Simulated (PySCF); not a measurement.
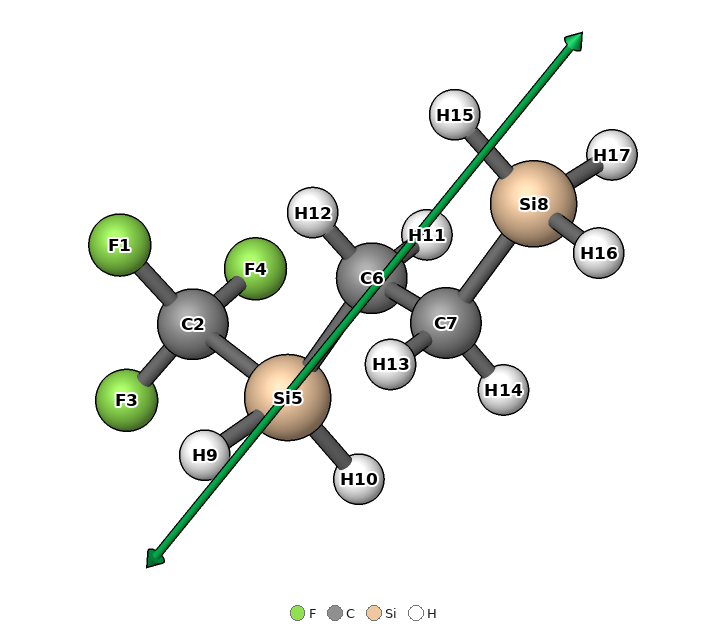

The double arrow shows the direction of the transition dipole to excited singlet state 3 (its length means nothing). The computed structure is the end point of a GFN2-xTB optimisation. No frequency run is at hand to confirm it as a minimum. Properties computed with TDDFT CAM-B3LYP/def2-SVPD, vertical, gas phase, core orbitals frozen in the response (PySCF 2.14.0).

How is the transition polarised?

Answer. Nearly parallel to the C2–F3 bond.

Give its energy, strength and character.

Answer. 8.33 eV (149 nm), oscillator strength 0.13, mainly HOMO → LUMO+3 (weight 0.75); transition dipole 2.04 D.

The geometry is semi-empirical. Around Si such bond lengths and angles can be off by a tenth of an ångström or more and by several degrees, and values that hang on the shape move with them.
